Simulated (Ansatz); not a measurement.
C4H2F4 (SMILES FC1=C(F)C(F)(F)C1)

Input

```
crystal:
  periodic: [false, false, false]
  atoms:
    - {symbol: F, position_ang: [0.551987, -2.277118, 0.669785]}
    - {symbol: C, position_ang: [0.214540, -1.089172, 0.238855]}
    - {symbol: C, position_ang: [-0.485848, -0.637555, -0.797053]}
    - {symbol: F, position_ang: [-1.125743, -1.168793, -1.809684]}
    - {symbol: C, position_ang: [-0.283360, 0.786674, -0.388976]}
    - {symbol: F, position_ang: [-1.396169, 1.478854, -0.064065]}
    - {symbol: F, position_ang: [0.411444, 1.561223, -1.249500]}
    - {symbol: C, position_ang: [0.533260, 0.258848, 0.819304]}
    - {symbol: H, position_ang: [0.078872, 0.483246, 1.785706]}
    - {symbol: H, position_ang: [1.584019, 0.552493, 0.798728]}
basis:
  gaussian: {orbitals: def2-TZVPP}
hamiltonian: {xc: pbe0, dispersion: d4}
output: {orbitals: {seedname: orbitals}}
```

Command:

```sh
ansatz run in.yaml --threads 4 --pin off --events-out ev --progress --plain --max-ram 11315MiB
```

Geometry: PBE0-D4/def2-TZVP.

These are results of RKS PBE0-D4/def2-TZVPP in Ansatz 0.2.0, not measurements.

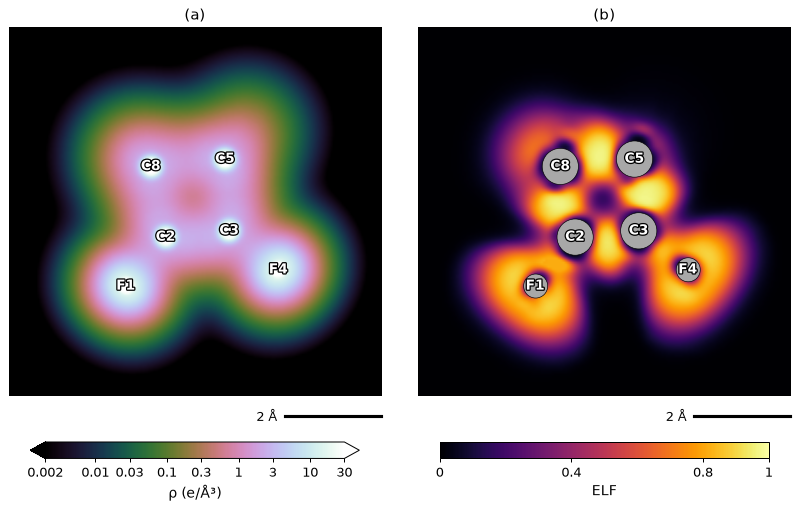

Figure 1. (a) total electron density; (b) ELF on the plane of atoms F4, C3 and C5. Grey discs cover the atomic cores in the ELF map.

### Describe what can be read from this map.

The plane passes through F and C nuclei.
C–F (1.31 Å): ρ is about 2.5 e/Å³ halfway; the ELF peaks at about 0.80 between the atoms (a polar covalent bond).
C–C (1.33 Å): ρ at the midpoint is about 2.4 e/Å³; the ELF peaks at about 0.90 between the atoms (a short, multiple covalent bond).
C–C (1.50 Å): ρ at the midpoint is about 1.8 e/Å³; the ELF peaks at about 0.95 between the atoms (a covalent bond).
The ELF also peaks beside F1 and F4, away from the bonds: lone-pair regions.

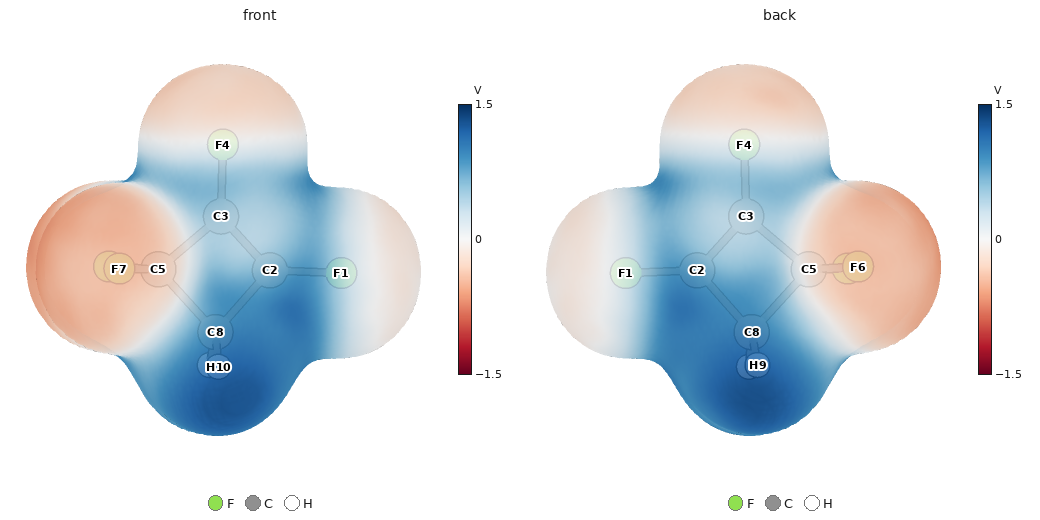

Figure 2. The electrostatic potential painted on the density surface at 0.002 e/bohr³, seen from the front and from behind; the colour scale runs from red (negative) to blue (positive).

### Describe the electrostatic potential map.

The most negative region (about −0.6 V) lies over F6 and F7, the most positive (about +1.3 V) over H9 and H10.

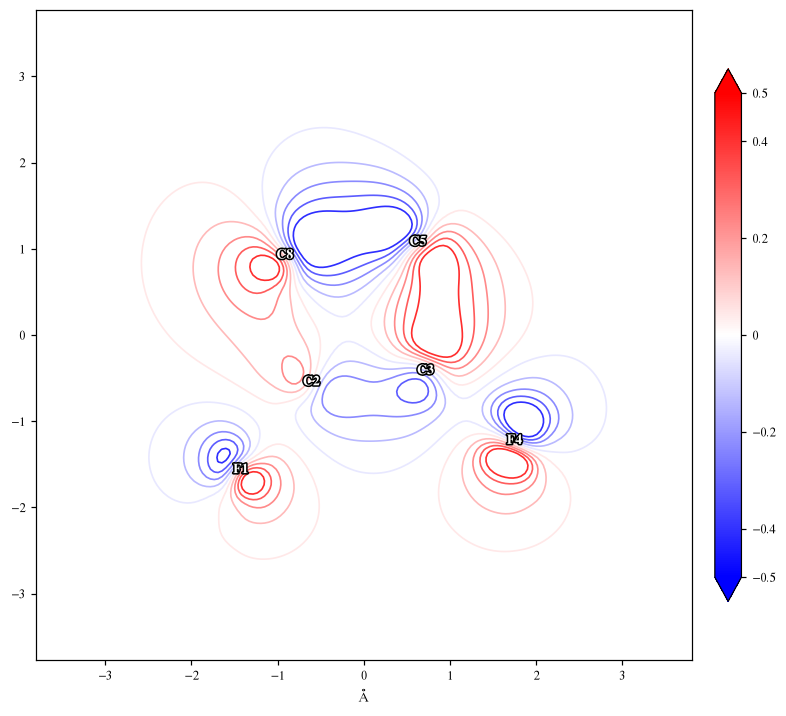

Figure 3. The HOMO−1 on the plane of atoms F4, C3 and C5 (values in Å⁻³ᐟ²; the overall sign is arbitrary).

### Where does this orbital lie, and at what energy?

It lies mainly on C5 (about 20 %), C8 (about 15 %), F6 (about 15 %), F7 (about 15 %), C3 (about 10 %) and F4 (about 10 %). Its energy is −9.68 eV.
